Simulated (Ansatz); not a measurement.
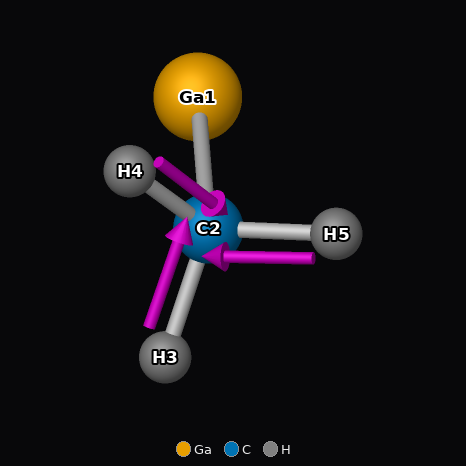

The arrows show one normal mode. Harmonic vibrations computed with RKS PBE0-D4/def2-TZVP (Ansatz 0.2.0) at a stationary point of the same level.

What kind of motion is it?

Answer. Mostly in-phase stretching of 3 C–H bonds.

Estimate its harmonic wavenumber.

Answer. 3008 cm⁻¹; it is mode 7 of 9 counted from the lowest.
